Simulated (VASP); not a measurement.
Band structure of TbRh (space group Pm-3m). Method: r2SCAN+rVV10, VASP's PBE PAW potentials (set 64) (plane waves; VASP).

The 4f electrons are frozen in the core of the lanthanide potential, so 4f levels, which can set the real gap, and their magnetism are missing.

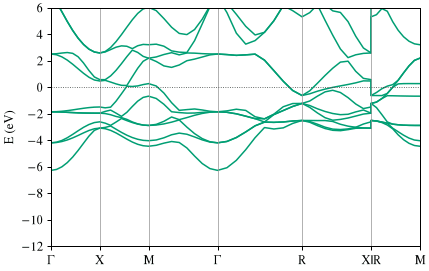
Fig. 1. Bands along high-symmetry lines, zero at the valence-band maximum or, without a gap, the Fermi level

Q: Read the plot: is there a gap, and where are the band edges?

A: It has no gap at this level: it comes out as a metal or semimetal.

The structure comes from a measured TbRh entry (Pm-3m) of the Crystallography Open Database, whose conditions weren't checked. It was relaxed first.
